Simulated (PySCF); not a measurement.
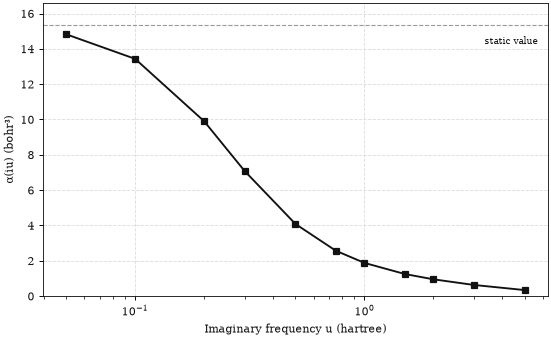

**Figure 1.** Dipole polarisability at imaginary frequency of Cu²⁺ ([Ar] 3d⁸ 4s). Coupled response at the HF level; PySCF, aug-cc-pVDZ-PP with a 10-electron core potential, unrestricted single determinants, no spin-orbit coupling. The static dipole polarisability is 15.4 bohr³; α(iu) falls to half of it near u = 0.28 hartree. The Casimir–Polder integral gives C₆ = 52.8 hartree bohr⁶ for two such species.

# Cu²⁺: atomic calculation

- system: Cu²⁺, configuration 1s2 2s2 2p6 3s2 3p6 3d8 4s1, multiplicity 4.
- method: unrestricted HF, aug-cc-pVDZ-PP with ECP10, scalar-relativistic core potential (PySCF)

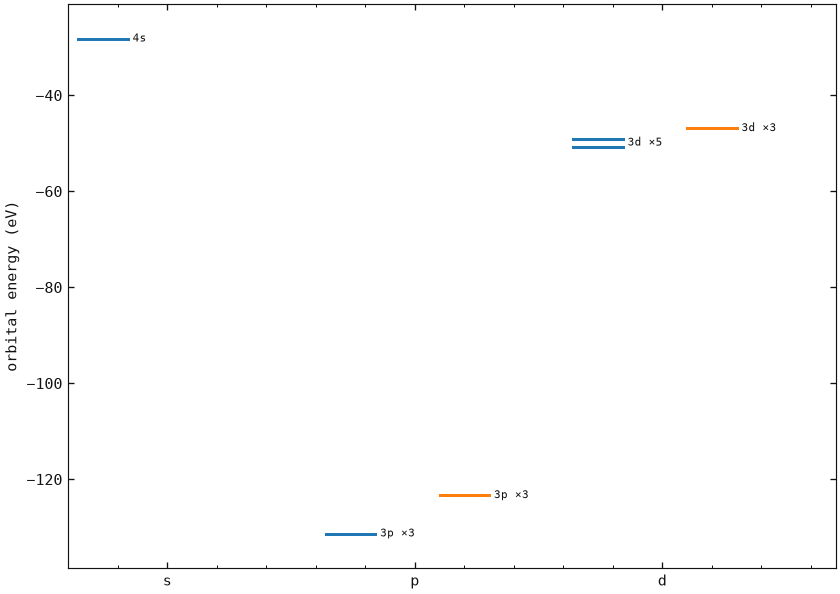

**Figure 2.** Orbital energies of the mean field, from the top down to −131.3 eV, by angular momentum, α spin at the left of each column and β at the right; ×n counts the orbitals under one label. The highest filled orbital is 4s α at −28.2 eV, the lowest empty one d β at −18.6 eV.

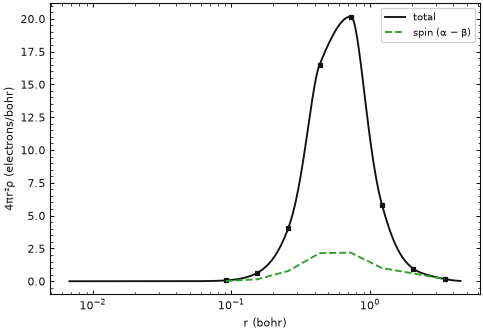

**Figure 3.** Spherically averaged radial density 4πr²ρ of the mean field (valence electrons alone, under a core potential) and its spin part; markers are the stored points, which are sparse, and the line is a monotone interpolation between them. The largest stored value is 20.2 electrons/bohr at r = 0.73 bohr. Root-mean-square radii of the shells: 3s 0.760, 3p 0.800, 3d 0.959, 4s 2.46 bohr.

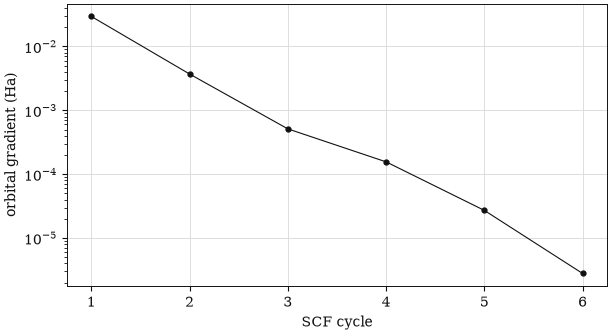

**Figure 4.** Convergence: orbital gradient against the SCF cycle. The residual falls at every step. It goes from 0.029 to 2.8×10⁻⁶ in 6 steps.

These pictures come from the run below.

## Input
```python
from pyscf import gto, scf, dft, mp, cc
mol = gto.M(atom="Cu 0 0 0", charge=2, spin=3, symmetry="D2h",
            basis="aug-cc-pVDZ-PP",
            ecp="aug-cc-pVDZ-PP")
mf = scf.UHF(mol)
mf.irrep_nelec = {'Ag': (4, 1), 'B1g': (1, 1), 'B2g': (1, 1), 'B3g': (1, 1), 'B1u': (1, 1), 'B2u': (1, 1), 'B3u': (1, 1)}
mf.kernel()
```

The script is an equivalent of what the driver set up; the driver started from orbitals of its own, so the log can be shorter than this script's would be, and it computed the properties (radii, ⟨L²⟩, response) afterwards. It held the occupations shell by shell, which the script's counts by irreducible representation don't always enforce.

## Output (extracts)
```
damping factor = 0
level_shift factor = 0
DIIS = <class 'pyscf.scf.diis.CDIIS'>
diis_start_cycle = 1
diis_space = 10
diis_damp = 0
SCF conv_tol = 1e-09
SCF conv_tol_grad = None
number electrons alpha = 10  beta = 7
cycle= 1 E= -195.073196582122  delta_E= -0.00704  |g|= 0.0295  |ddm|= 0.0321
cycle= 2 E= -195.073297916167  delta_E= -0.000101  |g|= 0.0037  |ddm|= 0.00441
cycle= 3 E= -195.073299785019  delta_E= -1.87e-06  |g|= 0.000512  |ddm|= 0.00262
cycle= 4 E= -195.07329983315  delta_E= -4.81e-08  |g|= 0.000156  |ddm|= 0.000909
cycle= 5 E= -195.073299842362  delta_E= -9.21e-09  |g|= 2.71e-05  |ddm|= 0.00031
cycle= 6 E= -195.07329984262  delta_E= -2.59e-10  |g|= 2.79e-06  |ddm|= 9.07e-05
converged SCF energy = -195.07329984262  <S^2> = 3.7515834  2S+1 = 4.0007916
```

## Results in brief

| quantity | value |
| --- | --- |
| outcome | converged |
| total energy (valence electrons, under a core potential) | −195.073300 hartree |
| ⟨S²⟩ | 3.752 |
| ⟨L²⟩ | 12.02 |
| static polarisability | 15.4 bohr³ |
| C₆ of the like pair | 52.8 hartree bohr⁶ |
| SCF iterations | 6 |
| hardware | 1 CPU thread, shared host |
| CPU time | 5.9 s (integrals apart) |

## Notes

This is not the ground configuration of the species.
